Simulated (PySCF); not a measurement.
SMILES C([CH2])(C)O, doublet at its PBE0/def2-SVP optimised geometry (Å):

```
11

C     -1.3037     0.5452     0.0000
C      0.1852     0.5452     0.0000
C      0.7777    -0.7983    -0.4114
O      0.7035     1.6040    -0.7783
H     -1.8305     1.5032     0.0000
H     -1.8756    -0.3684     0.1815
H      0.5383     0.7687     1.0287
H      1.8756    -0.7455    -0.3962
H      0.4579    -1.0675    -1.4317
H      0.4550    -1.6040     0.2659
H      0.3416     1.5041    -1.6666
```

Computed with PySCF with unrestricted PBE0/def2-TZVP. Cells within 0.4 Å of a nucleus heavier than hydrogen are left out (blank, or x).

Map of the electrostatic potential (hartree/e), clipped to [-0.08, 0.12] on the plane z = 0.0 Å:

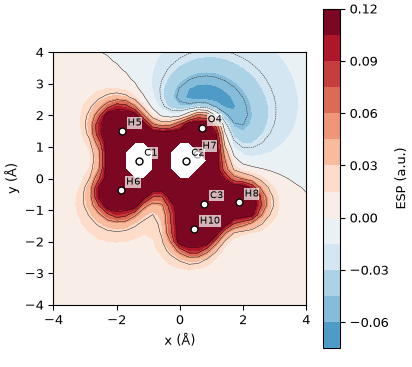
*Electrostatic potential (hartree/e), clipped to [-0.08, 0.12] on the plane z = 0.0 Å.*
